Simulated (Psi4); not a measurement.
# [AlH3]− (SMILES [AlH3-]): UB3LYP-star/aug-cc-pV(D+d)Z (sfX2C, density fitting)

What is the electrostatic solvation energy at fixed shape (C-PCM, acetone) of [AlH3]− at UB3LYP*/aug-cc-pV(D+d)Z (sfX2C, density fitting)? 

The results are computed with Psi4 1.11.

## (1) The system as given

[AlH3]−: 4 atoms, total charge -1, spin state doublet. As SMILES, `[AlH3-]`. The shape comes from GFN2-xTB, which is rough for such elements, and wasn't checked as a minimum.

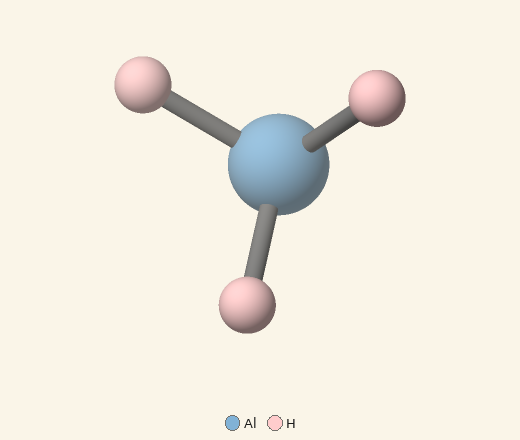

The structure, seen from a chosen angle (aluminium light blue, hydrogen pink).

## (2) A single-point energy at UB3LYP-star/aug-cc-pV(D+d)Z (sfX2C, density fitting)

File alh3.xyz:

```xyz
4
AlH3
Al    -0.161060     0.455350    -0.307260
H      0.471920     0.754070     1.224440
H     -1.350110    -0.683860     0.050500
H      1.039250    -0.525560    -0.967690
```

File calc.py:

```python
import psi4

psi4.set_memory(1600000000)
psi4.set_num_threads(1)
psi4.core.set_output_file('output.dat', False)

with open('alh3.xyz') as f:
    atoms = ''.join(f.readlines()[2:])
geom = psi4.geometry('-1 2\n' + atoms + 'symmetry c1')

psi4.set_options({
    'reference': 'uks',
    'scf_type': 'df',
    'relativistic': 'x2c',
})

energy_value, wavefunction = psi4.energy("b3lyps/aug-cc-pV(D+d)Z", molecule=geom, return_wfn=True)
print(f'b3lyps/aug-cc-pV(D+d)Z energy: {energy_value:.10f} Eh')
```

On the command line:

```sh
$ python calc.py
```

output.dat:

```text
[...]
  Running in c1 symmetry.
[...]
  Nuclear repulsion =   12.860409124912710
[...]
  Multiplicity = 2
[...]
  Nalpha       = 9
  Nbeta        = 8
[...]
    Number of basis functions: 59
[...]
    WARNING: The X2C and Dirac Hamiltonians have substatially different eigenvalues!
             This is probably caused by the recontraction of the basis set.
[...]
   @DF-UKS iter   1:  -244.42926769263028   -3.68876e-01   4.98495e-03 ADIIS/DIIS
[...]
   @DF-UKS iter   7:  -244.54076756233383   -1.14447e-07   7.63741e-07 DIIS
[...]
   @S^2 Observed:                7.513449289E-01
[...]
    Orbital Energies [Eh]
    ---------------------
    Alpha Occupied:
       1A    -55.802453     2A     -3.881529     3A     -2.436366
       4A     -2.433241     5A     -2.433240     6A     -0.192509
       7A     -0.069487     8A     -0.069459     9A      0.019860
    Alpha Virtual:
      10A      0.107782    11A      0.107783    12A      0.108402
      13A      0.129245    14A      0.178568    15A      0.178576
      16A      0.193226    17A      0.201345    18A      0.201347
      19A      0.229654    20A      0.229658    21A      0.234511
      22A      0.326213    23A      0.362266    24A      0.362275
      25A      0.392792    26A      0.398735    27A      0.398753
[...]
  @DF-UKS Final Energy:  -244.54076756233383
   => Energetics <=
    Nuclear Repulsion Energy =             12.8604091249127102
    One-Electron Energy =                -368.1937446327090129
    Two-Electron Energy =                 127.6983972350743812
    DFT Exchange-Correlation Energy =     -16.9058292896119227
    Empirical Dispersion Energy =           0.0000000000000000
    VV10 Nonlocal Energy =                  0.0000000000000000
    Total Energy =                       -244.5407675623338264
[...]
 Multipole Moments:
 ------------------------------------------------------------------------------------
     Multipole            Electronic (a.u.)      Nuclear  (a.u.)        Total (a.u.)
 ------------------------------------------------------------------------------------
 L = 1.  Multiply by 2.5417464519 to convert [e a0] to [Debye]
 Dipole X            :         -0.6699414            0.5631659           -0.1067755
 Dipole Y            :          1.8958455           -1.5921867            0.3036588
 Dipole Z            :         -1.2781455            1.0743632           -0.2037823
 Magnitude           :                                                    0.3809684
[...]
```

On the terminal:

```text
b3lyps/aug-cc-pV(D+d)Z energy: -244.5407675623 Eh
```

Wall time 4.5 s (1 thread of AMD EPYC 7B13 (Zen 3), shared host); peak memory 0.41 GiB.

## (3) A single-point energy at UB3LYP-star/aug-cc-pV(D+d)Z (sfX2C, density fitting, C-PCM acetone)

File run.py:

```python
import psi4

psi4.set_memory(1600000000)
psi4.set_num_threads(1)
psi4.core.set_output_file('psi4.out', False)

mol = psi4.geometry("""
-1 2
Al    -0.30435929     0.86048679    -0.58063725
H      0.89179955     1.42498578     2.31385626
H     -2.55133814    -1.29230811     0.09543117
H      1.96389788    -0.99316446    -1.82866907
units au
symmetry c1
""")

psi4.set_options({
    'reference': 'uks',
    'scf_type': 'df',
    'relativistic': 'x2c',
    'pcm': True,
})
psi4.pcm_helper("""
  Units = Angstrom
  Medium {
    SolverType = CPCM
    Solvent = Acetone
  }
  Cavity {
    Type = GePol
    RadiiSet = UFF
    Scaling = False
    Area = 0.3
    Mode = Implicit
  }
""")

e_tot, wfn = psi4.energy('b3lyps/aug-cc-pV(D+d)Z', return_wfn=True)
print('E =', round(e_tot, 9))
```

On the command line:

```sh
$ python run.py
```

psi4.out:

```text
[...]
  Running in c1 symmetry.
[...]
  Nuclear repulsion =   12.860409121465585
[...]
  Multiplicity = 2
[...]
  Nalpha       = 9
  Nbeta        = 8
[...]
    Number of basis functions: 59
[...]
    WARNING: The X2C and Dirac Hamiltonians have substatially different eigenvalues!
             This is probably caused by the recontraction of the basis set.
[...]
   @DF-UKS iter   1:  -244.53756187541751   -4.71912e-01   4.66776e-03 DIIS/ADIIS
[...]
   @DF-UKS iter   7:  -244.62554643248288   -1.89147e-08   2.64228e-07 DIIS
[...]
   @S^2 Observed:                7.512758730E-01
[...]
    Orbital Energies [Eh]
    ---------------------
    Alpha Occupied:
       1A    -55.964045     2A     -4.044010     3A     -2.598514
       4A     -2.595836     5A     -2.595836     6A     -0.363305
       7A     -0.241236     8A     -0.241196     9A     -0.141689
    Alpha Virtual:
      10A      0.011677    11A      0.017685    12A      0.017695
      13A      0.025489    14A      0.046701    15A      0.046723
      16A      0.071360    17A      0.080896    18A      0.080913
      19A      0.082400    20A      0.082423    21A      0.099288
      22A      0.171760    23A      0.220769    24A      0.220794
      25A      0.249262    26A      0.254966    27A      0.254983
[...]
  @DF-UKS Final Energy:  -244.62554643248288
   => Energetics <=
    Nuclear Repulsion Energy =             12.8604091214655849
    One-Electron Energy =                -368.5030028332980692
    Two-Electron Energy =                 128.0425805736746554
    DFT Exchange-Correlation Energy =     -16.9370804528588828
    Empirical Dispersion Energy =           0.0000000000000000
    VV10 Nonlocal Energy =                  0.0000000000000000
    PCM Polarization Energy =              -0.0884528414661774
    Total Energy =                       -244.6255464324828779
[...]
 Multipole Moments:
 ------------------------------------------------------------------------------------
     Multipole            Electronic (a.u.)      Nuclear  (a.u.)        Total (a.u.)
 ------------------------------------------------------------------------------------
 L = 1.  Multiply by 2.5417464519 to convert [e a0] to [Debye]
 Dipole X            :         -0.8144545            0.5631659           -0.2512886
 Dipole Y            :          2.3020848           -1.5921867            0.7098981
 Dipole Z            :         -1.5529146            1.0743632           -0.4785513
 Magnitude           :                                                    0.8922515
[...]
```

On the terminal:

```text
E = -244.625546432
```

It took 5.7 s on 1 thread of AMD EPYC 7B13 (Zen 3), shared host; peak memory 0.41 GiB.

## (4) Outcome

At UB3LYP*/aug-cc-pV(D+d)Z (sfX2C, density fitting):

| quantity | value |
| --- | --- |
| gas phase: total energy | -244.54077 Eh |
| gas phase: HOMO energy (highest over α and β) | 0.54 eV |
| gas phase: LUMO energy (lowest over α and β) | 2.41 eV |
| gas phase: ⟨S²⟩ | 0.751 |
| C-PCM, acetone: total energy | -244.62555 Eh |
| C-PCM, acetone: HOMO energy (highest over α and β) | -3.86 eV |
| C-PCM, acetone: LUMO energy (lowest over α and β) | -1.61 eV |
| C-PCM, acetone: solvent term in the energy | -232.2 kJ/mol |
| C-PCM, acetone: ⟨S²⟩ | 0.751 |
| energy change from gas to solvent at fixed shape | -2.307 eV |

In words: The solvent model (C-PCM, acetone) lowers the energy by 2.31 eV (−53 kcal/mol) at the same shape. It holds the electrostatic part alone, without cavity or dispersion terms. The HOMO (gas phase) lies at positive energy, 0.54 eV; only total energies tell whether the electron is bound.
